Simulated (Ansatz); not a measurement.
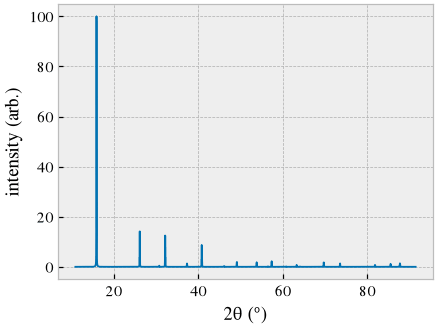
*Simulated powder pattern, Cu Kα, λ = 1.54184 Å*

The pattern belongs to a structure relaxed with PBE (plane waves, PAW; program Ansatz).

**Question.** Which compound is it?
(A) SiC, wurtzite
(B) SiC, zinc blende
(C) TiC, rock salt
(D) C, Fd-3m (C on 8b, C on 32e)

**Answer.** D, C, Fd-3m (C on 8b, C on 32e)

The start of the workflow was typed in or built on a structure type. Its sites differ from those of the usual phase in this space group: another stacking or structure type. Symmetry was held in the PBE relaxation; whether a distortion lowers the energy is not shown.

Potentials: the earlier of the program's two PAW sets.
